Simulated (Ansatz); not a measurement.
# UPBE0/def2-SVP run of CH6AlOSi (SMILES [CH3][Al][O][SiH3])

Aim: the vertical ionisation energy of CH6AlOSi at UPBE0/def2-SVP, from 2 runs. 

The results are computed with Ansatz 0.2.0.

105 further runs of the same task are left out: 105 set aside as unsound or not needed.

### Step 1. The system as given

CH6AlOSi has 10 atoms, charge 0, and is taken as a doublet. SMILES: `[CH3][Al][O][SiH3]`. Geometry: relaxed at PBE0-D4/def2-TZVP. This is one conformer, not always the lowest.

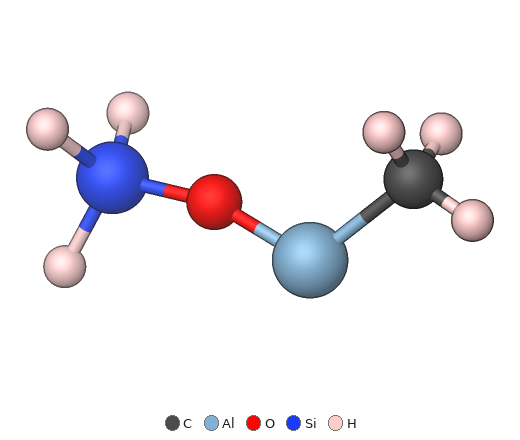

Viewed from a chosen angle; carbon dark grey, aluminium light blue, oxygen red, silicon blue, hydrogen pink.

### Step 2. The energy at UPBE0/def2-SVP

Input file molecule.yaml:

```yaml
crystal:
  periodic: [false, false, false]
  atoms:
    - {symbol: C, position_ang: [0.243800, 1.981800, -1.341400]}
    - {symbol: Al, position_ang: [1.086500, 0.300600, -0.766100]}
    - {symbol: O, position_ang: [0.194200, -0.660700, 0.309100]}
    - {symbol: Si, position_ang: [-0.287900, -1.859400, 1.294000]}
    - {symbol: H, position_ang: [-0.701000, 1.751800, -1.844500]}
    - {symbol: H, position_ang: [0.014800, 2.586100, -0.457700]}
    - {symbol: H, position_ang: [0.869800, 2.566000, -2.016900]}
    - {symbol: H, position_ang: [0.686800, -2.984600, 1.283800]}
    - {symbol: H, position_ang: [-1.611000, -2.377800, 0.854700]}
    - {symbol: H, position_ang: [-0.413000, -1.355000, 2.687900]}
basis:
  gaussian:
    orbitals: def2-SVP
magnetization:
  spin_polarized: true
  initial_magnetization: 1
hamiltonian:
  xc: pbe0
accuracy: high
output:
  orbitals: {seedname: orbitals}
```

Started as:

```console
ansatz run molecule.yaml --threads 1 --pin off --max-ram 3480MiB --events-out events.jsonl --progress --plain --runs-dir runs
```

The log of the run:

```text
Warning: RAYON_NUM_THREADS=1 ignored (pool sized by the plan → 1); use --threads N
Functional definition: PBE0
  name "PBE0"
  parameter a = 0.25
  parameter kappa = 0.804
  parameter beta = 0.06672455060314922
  exchange = (1 - a)*pbe_x(kappa = kappa, mu = beta*pi^2/3) + a*exact_x
  correlation = pbe_c(beta = beta)
2093 factors; integrals over basis functions are off by at most 7.8e-9 eV
mean field evaluation 1: about -17630.9581 eV, gradient 4.7e1 eV
mean field evaluation 2: about -17610.6885 eV, gradient 8.2e1 eV
mean field evaluation 4: about -17640.4114 eV, gradient 4.8e0 eV
mean field evaluation 8: about -17640.6935 eV, gradient 1.7e-1 eV
mean field evaluation 16: about -17640.6937 eV, gradient 1.6e-4 eV
mean field -17640.69369549 eV, -648.2835360178 hartree, gradient 2.0e-8 eV, S^2 0.752321; 0 other end points of the search recorded, 0 dependent functions left out
reference -17640.69369865 eV, -648.2835361337 hartree; 24, 23 occupied and 70, 71 virtual orbitals, 2093 factors
Total energy: -17640.69369865 eV, -648.2835361337 hartree
```

It took 15 s on 1 thread of Arm Neoverse V2, shared host; peak memory 0.48 GiB.

### Step 3. The singlet cation at the same level

Input file in.yaml:

```yaml
crystal:
  periodic: [false, false, false]
  atoms:
    - {symbol: C, position_ang: [0.243800, 1.981800, -1.341400]}
    - {symbol: Al, position_ang: [1.086500, 0.300600, -0.766100]}
    - {symbol: O, position_ang: [0.194200, -0.660700, 0.309100]}
    - {symbol: Si, position_ang: [-0.287900, -1.859400, 1.294000]}
    - {symbol: H, position_ang: [-0.701000, 1.751800, -1.844500]}
    - {symbol: H, position_ang: [0.014800, 2.586100, -0.457700]}
    - {symbol: H, position_ang: [0.869800, 2.566000, -2.016900]}
    - {symbol: H, position_ang: [0.686800, -2.984600, 1.283800]}
    - {symbol: H, position_ang: [-1.611000, -2.377800, 0.854700]}
    - {symbol: H, position_ang: [-0.413000, -1.355000, 2.687900]}
basis:
  gaussian:
    orbitals: def2-SVP
total_charge: 1
magnetization:
  spin_polarized: false
  initial_magnetization: 0
hamiltonian:
  xc: pbe0
accuracy: high
output:
  orbitals: {seedname: orbitals}
```

Started as:

```console
ansatz run in.yaml --threads 1 --pin off --max-ram 3480MiB --events-out events.jsonl --progress --plain --runs-dir runs
```

The log of the run:

```text
Warning: RAYON_NUM_THREADS=1 ignored (pool sized by the plan → 1); use --threads N
Functional definition: PBE0
  name "PBE0"
  parameter a = 0.25
  parameter kappa = 0.804
  parameter beta = 0.06672455060314922
  exchange = (1 - a)*pbe_x(kappa = kappa, mu = beta*pi^2/3) + a*exact_x
  correlation = pbe_c(beta = beta)
2094 factors; integrals over basis functions are off by at most 7.8e-9 eV
mean field evaluation 1: about -17614.8457 eV, gradient 9.2e1 eV
mean field evaluation 2: about -17520.7078 eV, gradient 1.9e2 eV
mean field evaluation 4: about -17631.9788 eV, gradient 2.0e1 eV
mean field evaluation 8: about -17633.2092 eV, gradient 7.8e-1 eV
mean field evaluation 16: about -17633.2111 eV, gradient 6.2e-5 eV
mean field -17633.21114078 eV, -648.0085572040 hartree, gradient 1.7e-8 eV, S^2 0.000000; 0 other end points of the search recorded, 0 dependent functions left out
reference -17633.21114383 eV, -648.0085573158 hartree; 23, 23 occupied and 71, 71 virtual orbitals, 2094 factors
Total energy: -17633.21114383 eV, -648.0085573158 hartree
```

Run time: 8.1 s. Hardware: 1 thread of Arm Neoverse V2, shared host; peak memory 0.32 GiB.

### Step 4. What came out

At UPBE0/def2-SVP:

```
                                            quantity          value
                      doublet CH6AlOSi: total energy  -648.28354 Eh
doublet CH6AlOSi: HOMO energy (highest over α and β)       -5.41 eV
 doublet CH6AlOSi: LUMO energy (lowest over α and β)       -2.11 eV
                              doublet CH6AlOSi: ⟨S²⟩          0.752
                        singlet cation: total energy  -648.00856 Eh
                         singlet cation: HOMO energy      -12.81 eV
                         singlet cation: LUMO energy       -9.35 eV
                       singlet cation: HOMO–LUMO gap        3.46 eV
  vertical ionisation energy (to the singlet cation)       7.483 eV
```

What this shows: Removing an electron at fixed nuclei costs 7.48 eV (722 kJ/mol). Only the singlet of the ionised species was computed; a triplet could lie lower.
